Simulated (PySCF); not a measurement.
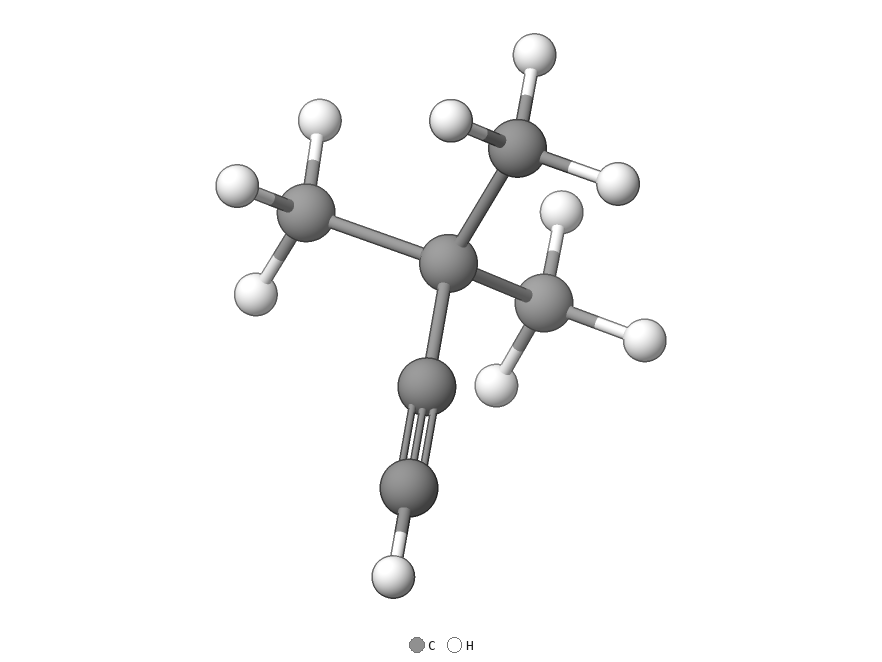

Rendered structure (ball-and-stick style). Double and triple bonds are drawn as two and three sticks.

Computed geometry: GFN2-xTB optimisation. No frequency run is at hand to confirm it as a minimum.

Which formula does it have?

C6H10, 16 atoms: 6 carbon and 10 hydrogen.

Count the bonded pairs by element.

10 C–H, 5 C–C.

Does it have rings?

It has no ring.

How many sets of symmetry-equivalent atoms are there?

7: 1 C, 1 C, 1 C, 3 C, 1 H, 6 H, 3 H.

The parts below concern this one geometry. Atoms keep their numbers from picture to picture.

### Shape

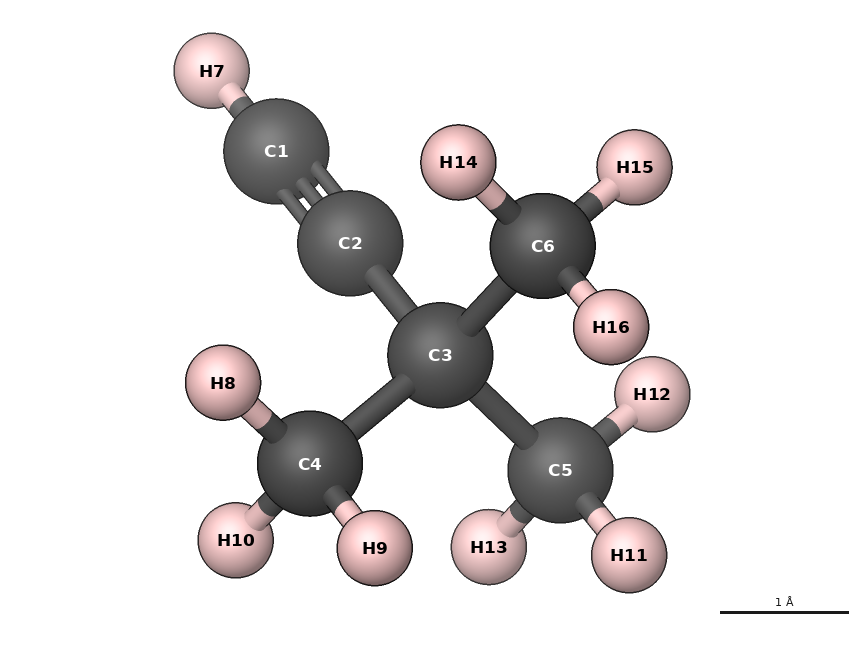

The atoms are numbered. No frequency run is at hand to confirm it as a minimum.

What is the geometry at C2?

C2 has 2 neighbours (C1 at 1.20, C3 at 1.46 Å); the arrangement is linear.

Describe the coordination of atom 4.

C4 has 4 neighbours (C3 at 1.53, H8 at 1.09, H9 at 1.09, H10 at 1.09 Å); the arrangement is tetrahedral.

How are the neighbours of atom 1 arranged?

C1 has 2 neighbours (C2 at 1.20, H7 at 1.05 Å); the arrangement is linear.

What is the geometry at C3?

C3 has 4 neighbours (C2 at 1.46, C4 at 1.53, C5 at 1.53, C6 at 1.53 Å); the arrangement is tetrahedral.

### Electronic properties

No frequency run is at hand to confirm it as a minimum. Properties computed with PBE0/pcSseg-1, gas phase (PySCF 2.14.0).

What is the HOMO energy (Kohn–Sham orbital)?

−7.68 eV.

Give the dipole moment at this level.

0.71 D.

Estimate the LUMO energy (Kohn–Sham orbital).

1.40 eV.

### NMR shielding

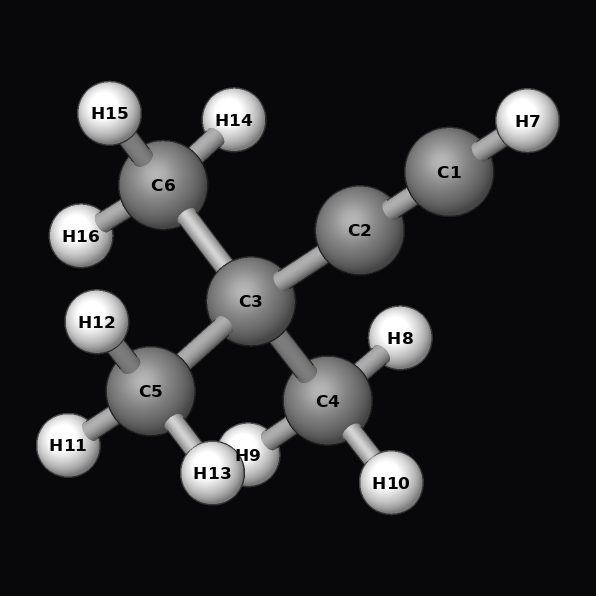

No frequency run is at hand to confirm it as a minimum. Properties computed with GIAO PBE0/pcSseg-1 NMR shielding, non-relativistic, gas phase (PySCF 2.14.0). Principal shieldings σ11 ≤ σ22 ≤ σ33, span Ω = σ33 − σ11, skew κ = 3(σiso − σ22)/Ω.

Which C atom has the most anisotropic shielding?

C2, with a span of 318 ppm.

Give the shielding tensors of the C atoms.

| atom | σ11 | σ22 | σ33 | σiso | Ω | κ |
| --- | --- | --- | --- | --- | --- | --- |
| C1 | 47.5 | 47.6 | 243.0 | 112.7 | 195.5 | 1.00 |
| C2 | −16.9 | −16.9 | 301.4 | 89.2 | 318.3 | 1.00 |
| C3 | 155.1 | 155.1 | 167.9 | 159.4 | 12.7 | 0.99 |
| C4, C5, C6 | 137.5 | 139.8 | 184.8 | 154.0 | 47.2 | 0.90 |

Shieldings and span in ppm.

### Charges

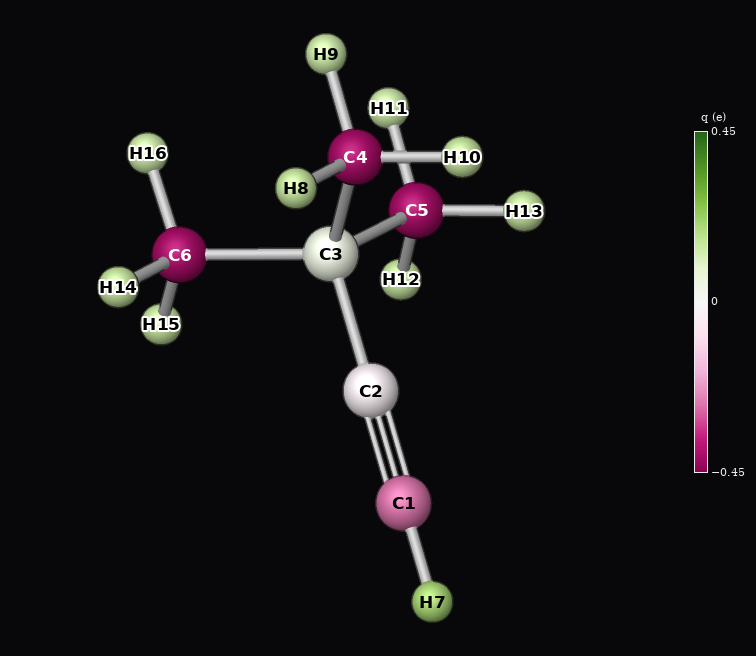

Atoms are coloured by their IAO charges. No frequency run is at hand to confirm it as a minimum. Properties computed with PBE0/pcSseg-1, gas phase (PySCF 2.14.0).

Which atom carries the highest charge (most positive or least negative)?

H7 (0.20 e).

And the lowest?

C4, C5, C6 (−0.41 e).

Give the IAO charges atom by atom.

```csv
atom,value (e)
C1,−0.27
C2,−0.03
C3,0.04
C4,−0.41
C5,−0.41
C6,−0.41
H7,0.20
H8,0.14
H9,0.14
H10,0.14
H11,0.14
H12,0.14
H13,0.14
H14,0.14
H15,0.14
H16,0.14
```
